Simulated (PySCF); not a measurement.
# H2NCO+: NMR shifts and spin-spin couplings

Aim: predict the NMR shifts and spin-spin couplings of H2NCO+ (`NC#[O+]`).

The runs use PySCF 2.14.0, with density-fitted response routines of our own; the level of theory stands in each step. All values are computed, except where a source is named. Atoms are numbered from 0 throughout.

### 1 The molecule as given

5 atoms, charge 1, multiplicity 1; geometry from: GFN2-xTB.

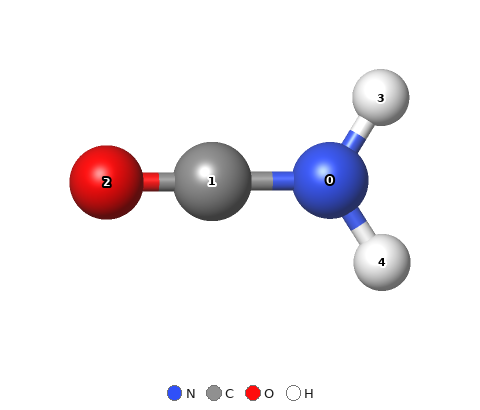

As it starts; nitrogen blue, carbon grey, oxygen red, hydrogen white, atoms numbered.

### 2 Nuclear shieldings: PBE0/pcSseg-1

The job: settings as JSON, then the geometry in Å.

```
{"job": {"kind": "nmr", "xc": "PBE0", "basis": "pcSseg-1"}, "charge": 1, "multiplicity": 1}
N     -0.503681     0.014303    -0.024222
C      0.744250    -0.019106     0.026294
O      1.862222    -0.049094     0.069452
H     -1.024814     0.896104    -0.040365
H     -1.069355    -0.839354    -0.048344
```

Level: GIAO PBE0/pcSseg-1 NMR shielding, non-relativistic, gas phase.

Standard output:

```text
coarse grid: 4480 points
cycle   1  E = -168.6354516840  dE =  1.020e+00  |g| = 6.886e-01  |ddm| = 1.972e+00
cycle   2  E = -168.1743177491  dE =  4.611e-01  |g| = 1.734e+00  |ddm| = 1.137e+00
cycle   3  E = -168.7365334380  dE = -5.622e-01  |g| = 1.146e-01  |ddm| = 8.181e-01
cycle   4  E = -168.7382215664  dE = -1.688e-03  |g| = 6.805e-02  |ddm| = 9.173e-02
cycle   5  E = -168.7391702461  dE = -9.487e-04  |g| = 9.067e-03  |ddm| = 3.767e-02
cycle   6  E = -168.7391837365  dE = -1.349e-05  |g| = 1.790e-03  |ddm| = 4.777e-03
cycle   7  E = -168.7391844379  dE = -7.015e-07  |g| = 4.167e-04  |ddm| = 1.184e-03
final grid: 44152 points
cycle   8  E = -168.7644884726  dE =  1.049e-05  |g| = 1.292e-02  |ddm| = 1.220e-02
cycle   9  E = -168.7643633281  dE =  1.251e-04  |g| = 2.912e-02  |ddm| = 1.857e-02
cycle  10  E = -168.7645183947  dE = -1.551e-04  |g| = 8.496e-04  |ddm| = 1.332e-02
cycle  11  E = -168.7645185149  dE = -1.202e-07  |g| = 1.876e-04  |ddm| = 4.259e-04
cycle  12  E = -168.7645185225  dE = -7.687e-09  |g| = 6.631e-05  |ddm| = 1.575e-04
cycle  13  E = -168.7645185235  dE = -9.606e-10  |g| = 1.572e-05  |ddm| = 4.056e-05
converged SCF energy = -168.7645185235

GIAO shielding tensors (ppm)
atom      isotropic    diamagn.    paramagn.     s11        s22        s33       span
  0 N      223.161     323.140     -99.980    181.804    208.928    278.749     96.946
  1 C       41.480     258.712    -217.233    -66.118    -57.629    248.186    314.304
  2 O       28.987     393.890    -364.903   -210.263     42.041    255.182    465.445
  3 H       24.912      26.464      -1.552     18.868     20.714     35.155     16.287
  4 H       24.919      26.473      -1.555     18.873     20.726     35.157     16.284
```

Run time: 2.6 s. Hardware: 1 thread, shared host.

The references, computed at this level on geometries of the same kind, shield at (ppm): 1H TMS 31.72, 13C TMS 186.9, 15N NH3 267.7, 17O H2O 336.1. Their shielding less the atom's gives the shift. The references are single molecules in the gas phase, so shifts against H2O, NH3, PH3, H3PO4 or CFCl3 are not on the usual liquid scales and can be off by tens of ppm. Atoms listed in one row are averaged.

```
 atoms                         environment  σ (ppm)  δ (ppm)
    C1                      acylium carbon     41.5    145.4
H3, H4  hydrogen on a nitrogen bonded to C    24.92     6.80
    N0           nitrogen bonded to C, 2 H    223.2     44.6
    O2                  oxygen bonded to C     29.0    307.1
```

Charges from the same density, by scheme (e):

```
atoms  Mulliken    IAO  Hirshfeld  ESP fit
   N0     -0.35  -0.41      -0.01    -0.87
   C1      0.77   0.70       0.46     0.95
   O2     -0.06  -0.07       0.05    -0.15
```

ESP fit charges:

```
atom  value (e)
  N0      -0.87
  C1       0.95
  O2      -0.15
  H3       0.54
  H4       0.54
```

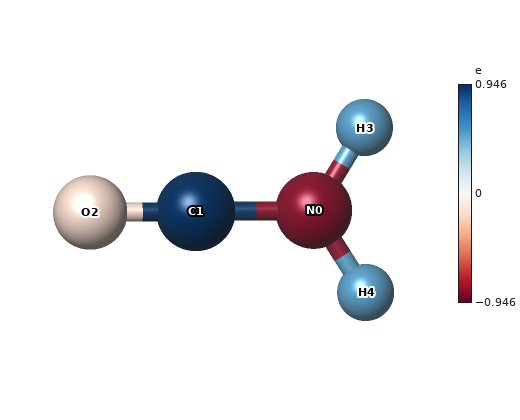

ESP fit charges, as colours on the atoms.

Mayer bond orders: N0–C1 1.51, C1–O2 2.39.

### 3 J couplings: B3LYP/pcJ-1

The job: settings as JSON, then the geometry in Å.

```
{"job": {"kind": "j", "xc": "B3LYP", "basis": "pcJ-1"}, "charge": 1, "multiplicity": 1}
N     -0.503681     0.014303    -0.024222
C      0.744250    -0.019106     0.026294
O      1.862222    -0.049094     0.069452
H     -1.024814     0.896104    -0.040365
H     -1.069355    -0.839354    -0.048344
```

Method: B3LYP/pcJ-1 indirect spin-spin coupling, non-relativistic, gas phase.

Standard output:

```text
coarse grid: 4480 points
cycle   1  E = -168.8322668786  dE =  9.984e-01  |g| = 7.371e-01  |ddm| = 1.889e+00
cycle   2  E = -168.2162845702  dE =  6.160e-01  |g| = 1.974e+00  |ddm| = 1.241e+00
cycle   3  E = -168.9397626338  dE = -7.235e-01  |g| = 1.483e-01  |ddm| = 9.253e-01
cycle   4  E = -168.9424889227  dE = -2.726e-03  |g| = 9.033e-02  |ddm| = 1.147e-01
cycle   5  E = -168.9441075199  dE = -1.619e-03  |g| = 7.473e-03  |ddm| = 4.496e-02
cycle   6  E = -168.9441156153  dE = -8.095e-06  |g| = 1.880e-03  |ddm| = 3.762e-03
final grid: 44152 points
cycle   7  E = -168.9749782432  dE = -5.293e-05  |g| = 9.310e-03  |ddm| = 9.809e-03
cycle   8  E = -168.9749103931  dE =  6.785e-05  |g| = 2.143e-02  |ddm| = 1.300e-02
cycle   9  E = -168.9749931062  dE = -8.271e-05  |g| = 1.687e-03  |ddm| = 9.752e-03
cycle  10  E = -168.9749935811  dE = -4.748e-07  |g| = 3.880e-04  |ddm| = 8.856e-04
cycle  11  E = -168.9749936028  dE = -2.175e-08  |g| = 1.792e-04  |ddm| = 2.745e-04
cycle  12  E = -168.9749936098  dE = -7.013e-09  |g| = 1.786e-05  |ddm| = 1.020e-04
cycle  13  E = -168.9749936099  dE = -6.261e-11  |g| = 1.003e-06  |ddm| = 1.064e-05
converged SCF energy = -168.9749936099

Indirect spin-spin couplings (Hz)
  i      j    bonds     total        FC       PSO       DSO        SD
  0 N    1 C    1    -54.265   -56.739     2.991    -0.087    -0.430
  0 N    2 O    2     -2.407    -3.059    -0.705    -0.060     1.417
  0 N    3 H    1   -112.156  -110.139    -1.536    -0.255    -0.227
  0 N    4 H    1   -111.988  -109.968    -1.539    -0.254    -0.227
  1 C    2 O    1     -0.680     4.240     3.707    -0.017    -8.611
  1 C    3 H    2      5.692     6.761    -0.027    -0.772    -0.270
  1 C    4 H    2      5.591     6.662    -0.032    -0.770    -0.270
  2 O    3 H    3     -1.092    -1.829    -0.291     0.449     0.579
  2 O    4 H    3     -1.092    -1.832    -0.287     0.448     0.579
  3 H    4 H    2    -14.851   -15.098     5.858    -5.683     0.072
```

Wall time 3.1 s (1 thread, shared host).

A choice of the couplings up to four bonds, sorted by the number of bonds, with means over like pairs; isotopes 13C, 1H, 15N, 17O:

```
 pair  bonds  J (Hz)  Fermi contact (Hz)
N0–H3      1  -112.1              -110.1
N0–C1      1   -54.3               -56.7
H3–H4      2   -14.9               -15.1
C1–H3      2     5.6                 6.7
N0–O2      2    -2.4                -3.1
O2–H3      3    -1.1                -1.8
```

Quadrupole couplings from the field gradients of the same density:

```
atom  isotope  eQq/h (MHz)     η
  N0      14N       -4.447  0.47
  O2      17O       -4.287  0.79
```

Joined with the shifts from before (PBE0/pcSseg-1, unscaled), the couplings predict the line list below for 600 MHz.

1H NMR δ 6.80 (br s, 2H).

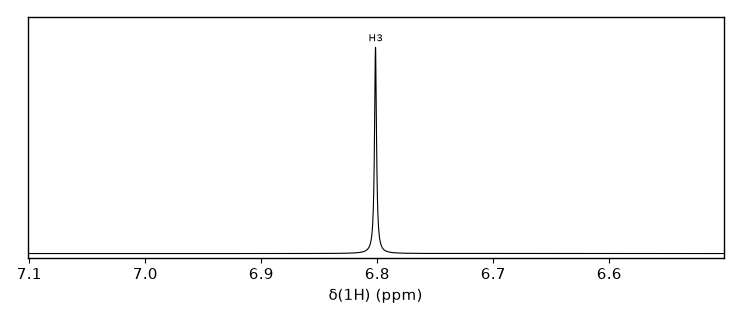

Simulated proton spectrum at 600 MHz, by exact diagonalisation of each spin system; lines 1.2 Hz wide, exchangeable protons uncoupled.

### 4 Summary of results

```
                                                              quantity                     value
                                13C shifts against TMS (PBE0/pcSseg-1)                 145.4 ppm
1H shifts against TMS (PBE0/pcSseg-1, means over atoms taken as alike)                  6.80 ppm
                                15N shifts against NH3 (PBE0/pcSseg-1)                  44.6 ppm
                                17O shifts against H2O (PBE0/pcSseg-1)                 307.1 ppm
                           largest coupling of the table (B3LYP/pcJ-1)  1J(N,H) N0–H3, -112.1 Hz
```

At PBE0/pcSseg-1: The largest span, 465 ppm, is at O2, where the paramagnetic term is -365 ppm. Of the pairs tabulated at B3LYP/pcJ-1, N0–H3 (mean over like pairs) couples most strongly (-112.1 Hz; Fermi contact -110.1 Hz).
